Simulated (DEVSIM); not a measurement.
System: Si p-i-n diode, at 300 K.

```csv
layer (left to right),material,thickness (μm),Nd (cm⁻³),Na (cm⁻³),τn (s),τp (s)
1,Si,1.70,-,4.9e18,6.7e-7,6.7e-7
2,Si,31.0,1.9e12,-,6.7e-7,6.7e-7
3,Si,0.670,1.9e18,-,6.7e-7,6.7e-7
```

Left contact: ohmic. Right contact: ohmic. Voltage is applied to the left contact. Recombination: SRH at mid-gap, radiative. Gap narrowing is on: ΔEg = 6.92 meV × (l + √(l² + 0.5)), l = ln(N/1.3e17 cm⁻³), shared equally by both band edges. Mobility is μmin + (μ − μmin)/(1 + (N/Nref)^α).

Constants are typed, rounded textbook-type inputs, not results; the design itself was drawn at random and stands for no fabricated device. Values at 300 K.

| parameter | Si |
|---|---|
| gap (eV) | 1.124 |
| affinity (eV) | 4.05 |
| permittivity | 11.7 |
| Nc (cm⁻³) | 2.86e19 |
| Nv (cm⁻³) | 3.1e19 |
| μn (cm²/Vs) | 1417 |
| μp (cm²/Vs) | 470 |
| μn,min | 52 |
| μp,min | 45 |
| Nref,n | 9.7e16 |
| Nref,p | 2.2e17 |
| αn | 0.68 |
| αp | 0.72 |
| B (cm³/s) | 4.7e-15 |

Simulated with DEVSIM: 1D drift-diffusion, Boltzmann statistics, complete ionisation; no tunnelling, impact ionisation, image-force lowering or self-heating.

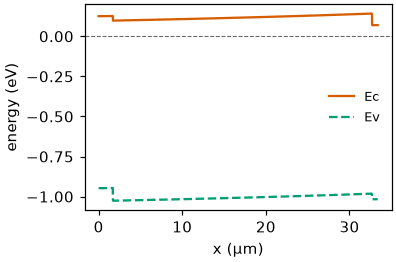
Figure. Band edges at 0.9 V on the left contact

Energies count from the Fermi level of the right contact; mesh points crowd at the junctions.

| x (μm) | Ec (eV) | Ev (eV) | n (cm⁻³) | p (cm⁻³) | field (V/cm) |
|---|---|---|---|---|---|
| 0.000 | 0.126 | -0.948 | 170 | 4.9e18 | ≈ 0 |
| 0.05031 | 0.126 | -0.948 | 2.3e15 | 4.9e18 | ≈ 0 |
| 0.1941 | 0.126 | -0.948 | 8.9e15 | 4.9e18 | ≈ 0 |
| 0.6394 | 0.126 | -0.947 | 2.9e16 | 4.9e18 | ≈ 0 |
| 1.458 | 0.127 | -0.947 | 6.6e16 | 5.0e18 | ≈ 0 |
| 1.637 | 0.127 | -0.947 | 7.4e16 | 5.0e18 | ≈ 0 |
| 1.696 | 0.125 | -0.949 | 8.3e16 | 4.6e18 | -11000 |
| 1.768 | 0.098 | -1.026 | 2.3e17 | 2.3e17 | ≈ 0 |
| 1.953 | 0.098 | -1.026 | 2.3e17 | 2.3e17 | 11 |
| 2.544 | 0.099 | -1.025 | 2.3e17 | 2.3e17 | 11 |
| 4.394 | 0.101 | -1.023 | 2.2e17 | 2.2e17 | 11 |
| 13.95 | 0.113 | -1.011 | 1.8e17 | 1.8e17 | 13 |
| 26.39 | 0.131 | -0.993 | 1.3e17 | 1.3e17 | 17 |
| 30.62 | 0.138 | -0.986 | 1.2e17 | 1.2e17 | 18 |
| 32.26 | 0.141 | -0.982 | 1.2e17 | 1.2e17 | 19 |
| 32.58 | 0.142 | -0.982 | 1.2e17 | 1.2e17 | 19 |
| 32.68 | 0.140 | -0.984 | 1.3e17 | 1.1e17 | -2800 |
| 32.71 | 0.070 | -1.017 | 1.9e18 | 2.9e16 | -550 |
| 32.83 | 0.070 | -1.017 | 1.9e18 | 2.4e16 | 11 |
| 33.10 | 0.070 | -1.016 | 1.9e18 | 1.2e16 | 11 |
| 33.29 | 0.070 | -1.016 | 1.9e18 | 3.5e15 | 11 |
| 33.37 | 0.070 | -1.016 | 1.9e18 | 260 | 11 |
